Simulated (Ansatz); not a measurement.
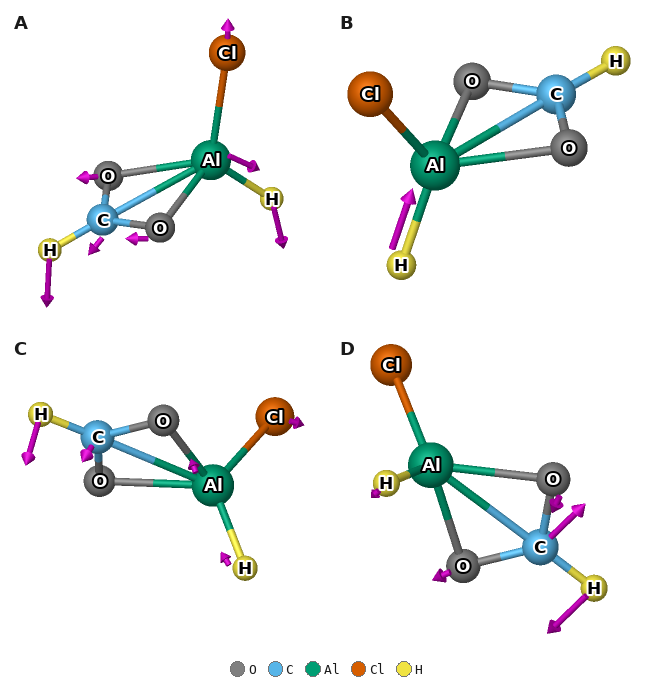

4 normal modes of one molecule or complex, as arrows. Harmonic vibrations computed with RKS PBE0-D4/def2-TZVP (Ansatz 0.2.0) at a stationary point of the same level.

### Match the panels to the wavenumbers 138 cm⁻¹, 489 cm⁻¹, 1614 cm⁻¹, 2007 cm⁻¹.

A: 489 cm⁻¹
B: 2007 cm⁻¹, Al–H stretching
C: 138 cm⁻¹, angle bending
D: 1614 cm⁻¹
